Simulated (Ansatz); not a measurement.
## Electronic structure of H5O2Si (charge +1) in real space

```xyz
8

O    -1.4236    0.0941   -0.7779
Si   -0.2080    0.6654    0.0799
O     0.8440   -0.7741    0.5218
H    -1.5009    0.0983   -1.7353
H     0.8135    1.4537   -0.6227
H    -0.6330    1.0286    1.4319
H     1.5595   -1.1077   -0.0407
H     0.5485   -1.4583    1.1430
```

Geometry: PBE0-D4/def2-TZVP.

Computed with RKS PBE0-D4/def2-TZVPP (Ansatz).

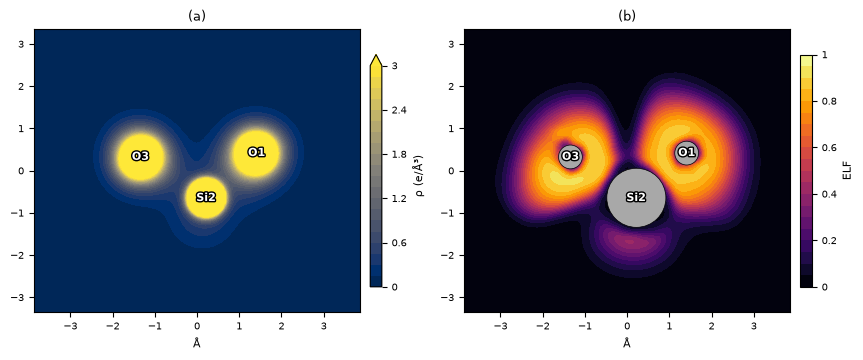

Figure 1. (a) total electron density; (b) electron localisation function on the plane of atoms O1, Si2 and O3. Grey discs cover the atomic cores in the ELF map.

Interpret the plot.

- The plane passes through O and Si nuclei.
- Si–O (1.59 Å): ρ at the midpoint is about 1.3 e/Å³; the ELF peaks at about 0.85 between the atoms, as expected for a polar covalent bond.
- Si–O (1.84 Å): ρ at the midpoint is about 0.73 e/Å³; the ELF peaks at about 0.90 between the atoms: a shared but strongly polarised pair.
- The ELF also peaks beside O3 and O1, away from the bonds: lone-pair regions.

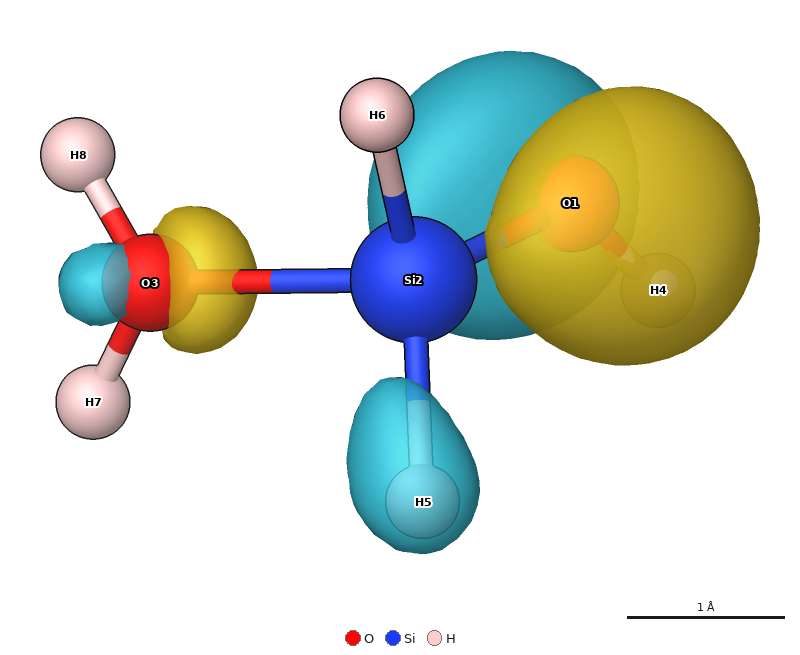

Figure 2. The HOMO−1 at ±0.15 Å⁻³ᐟ² (yellow and cyan are the two phases), seen from one side.

Describe this orbital and give its energy.

By Hirshfeld shares it lies mainly on O1 (about 75 %); largely a lone pair of O1. Its energy is −15.42 eV.

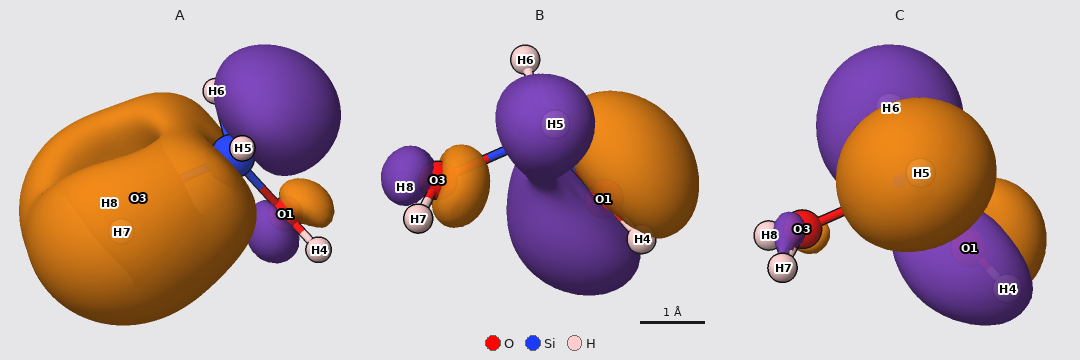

Figure 3. Three frontier orbitals at ±0.08 Å⁻³ᐟ² (orange and purple are the two phases), in no order.

Order the three orbitals by energy and name them.

B is the HOMO−1 (−15.42 eV). Its weight (Hirshfeld) is mainly on O1 (about 75 %); largely a lone pair of O1. C is the HOMO (−15.04 eV). By Hirshfeld shares it lies mainly on O1 (about 35 %), Si2 (about 25 %), H5 (about 20 %) and H6 (about 15 %). A is the LUMO (−5.86 eV). Its weight (Hirshfeld) is mainly on Si2 (about 30 %), H7 (about 20 %), H8 (about 20 %) and O3 (about 15 %).

What is the HOMO–LUMO gap?

9.18 eV between the orbital energies.
